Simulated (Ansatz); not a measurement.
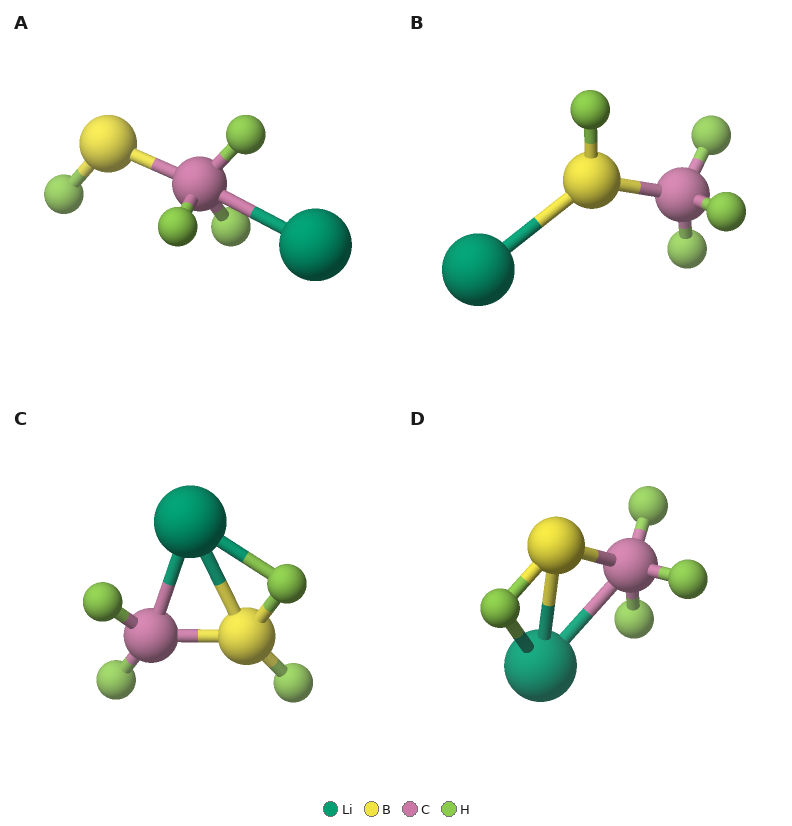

4 stationary structures of one formula. Geometries: PBE0-D4/def2-TZVP. Electronic energies: RHF-CCSD(T) (frozen core)/def2-TZVPP (Ansatz 0.2.0), without zero-point energy. No frequency run is at hand to confirm each as a minimum. Each is one conformer, not always the lowest.

### Rank them by energy, lowest first.

C is lowest (C1); B lies 1.667 eV above it (C1), D lies 3.055 eV above it, A lies 3.462 eV above it.
